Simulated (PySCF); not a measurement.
# CH7BGeO2: the cost of one run

Programs: PySCF 2.14.0, with density-fitted response routines of our own. Each step states its level of theory. These are calculated values for one molecule in the gas phase, unless marked as measured. Atoms count from 0, in the outputs and in this text.

### Step 1. The starting structure

12 atoms, charge 0, multiplicity 1; geometry from: GFN2-xTB. The atoms were then displaced at random by about 0.01 Å, so the start is not that level's minimum.

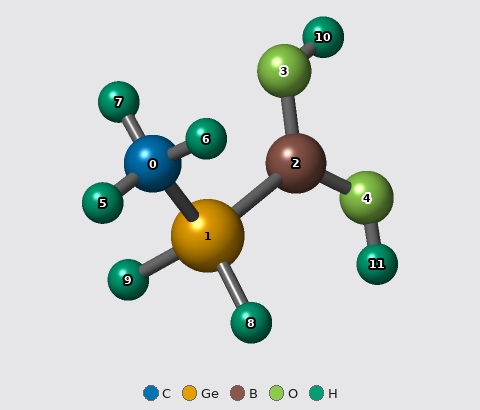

As it starts; carbon blue, germanium amber, boron brown, oxygen green, hydrogen teal, atoms numbered; sticks join atoms by distance.

### Step 2. Optimising the geometry at PBE0-D3(BJ)/def2-SVP

What the job is given:

```
{"job": {"xc": "PBE0", "basis": "def2-SVP", "d3": "d3bj", "grid": 1, "shake": 0.01, "kind": "geom"}, "charge": 0, "multiplicity": 1}
C     -1.859160     0.386480    -0.515980
Ge    -0.491920    -0.444530     0.580700
B      1.403730    -0.054760    -0.021820
O      1.586610     0.267210    -1.314840
O      2.536350    -0.092230     0.741020
H     -2.881450     0.130500    -0.204110
H     -1.791960     1.493060    -0.467140
H     -1.738230     0.125950    -1.564730
H     -0.764900    -0.058160     2.045890
H     -0.830730    -1.913640     0.638240
H      2.437140     0.441590    -1.606730
H      2.434220    -0.309720     1.680470
```

Command:

```bash
OMP_NUM_THREADS=1 python probes_run.py task.json out
```

The driver reads the jobs from task.json and runs them one after another.

Q: Estimate the wall time and peak memory of this first job on 1 thread of Arm Neoverse N1, shared host.

About 1.9 min, with a peak of 0.51 GiB.
